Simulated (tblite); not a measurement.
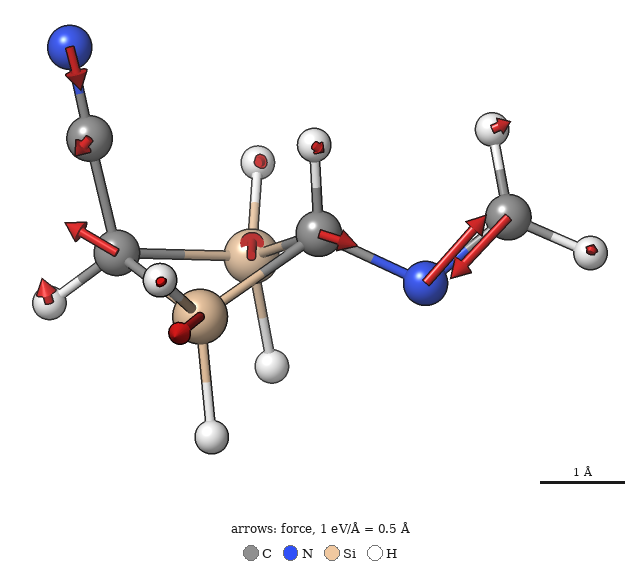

Starting geometry of C$_{4}$H$_{8}$N$_{2}$Si$_{2}$ with the computed forces as red arrows. The picture is a ball-and-stick view, seen from a free direction.

Method: tblite, GFN2-xTB geometry optimisation, gas phase. 

> Is this structure relaxed? If not, where do the atoms go?

It isn't relaxed: the largest force vector, on a Si atom, is 2.53 eV/Å. The final displacements have little in common with the starting forces (cosine between the two patterns 0.11). The largest move after the best rigid fit is that of an N atom, 2.41 Å. Largest moves by element: N 2.41 Å, H 1.65 Å, C 1.37 Å, Si 0.85 Å. Some distances before and after: C–Si 1.869 → 1.937 Å, C–Si 1.891 → 1.937 Å, C–C 1.453 → 1.412 Å, C–N 1.287 → 1.255 Å. Bond angles that change, for instance: N–C–Si 117.3° → 107.1°, C–C–H 116.4° → 108.6°, Si–C–H 110.8° → 118.0°. Groups turn about C–Si by about 50°, C–Si by about 50°, C–Si by about 50°. Over 155 geometry steps the energy falls by 59.5 kJ/mol. The run took 2.2 s on 1 thread of Arm Neoverse N1, on a shared host.
